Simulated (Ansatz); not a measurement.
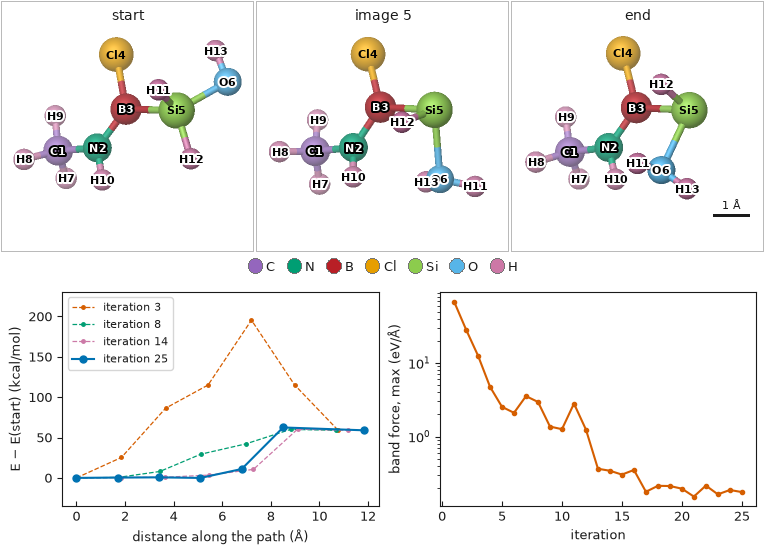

A nudged-elastic-band calculation for CH7BClNOSi. Images are numbered from 0 (start) to 6 (end). The plot follows the band through its iterations. The picture is a ball-and-stick view, seen from a free direction.

Computed with UKS CAM-B3LYP-D4/STO-3G in Ansatz. Settings: 5 movable images; climbing image; force threshold 0.03 eV/Å; iteration limit 25; starting path through a guess of the saddle point.

**Did the band converge, and can the barrier be trusted?**

The result isn't final. The band hadn't converged when the run stopped after 25 iterations. The largest component of the band force went from 69 to 0.18 eV/Å. The barrier read from it is provisional: over the last two iterations the highest image moved from 61.9 kcal/mol to 62.5 kcal/mol. The first iteration put the highest image at 913.8 kcal/mol. The energy climbs by 62.5 kcal/mol to image 5 and then falls by 3.5 kcal/mol, so the end point sits at +59.0 kcal/mol.

Limits of the set-up: STO-3G is a minimal basis, so the numbers are rough.

The run took 9.4 min on 1 thread of AMD EPYC 7R43 64-Core Processor (Zen 3), on a shared host, peak memory 0.22 GiB.
